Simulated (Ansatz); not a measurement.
Take GaAs in the zinc blende structure (space group F-43m, No. 216; a = 5.659 Å) as the base. Axes: x, y, z lie along the cube axes.

Structures relaxed with PBEsol (Ansatz, a program for electronic structure; PAW; 420 eV plane waves; spin-orbit coupling left out), earlier PAW set.

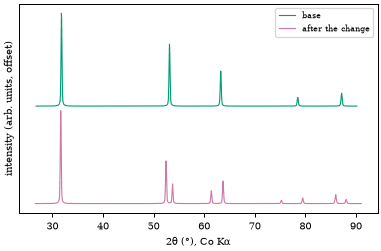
Fig. 1. Simulated powder patterns before (top) and after one change

Which change produced these results?
A) uniaxial stress, 3 GPa tension along z
B) uniaxial strain ε_xx = −3.91 %
C) strain tensor (xx, yy, zz, yz, xz, xy) = (+0.27, −0.81, +0.44, +1.03, +0.11, −0.15) %
D) uniaxial strain ε_xx = −1.97 %

A, uniaxial stress, 3 GPa tension along z. Its volume per atom is 22.99 Å³ against 22.66 Å³, and its space group is I-4m2 (No. 119).

Stability under load was not tested beyond the relaxation.
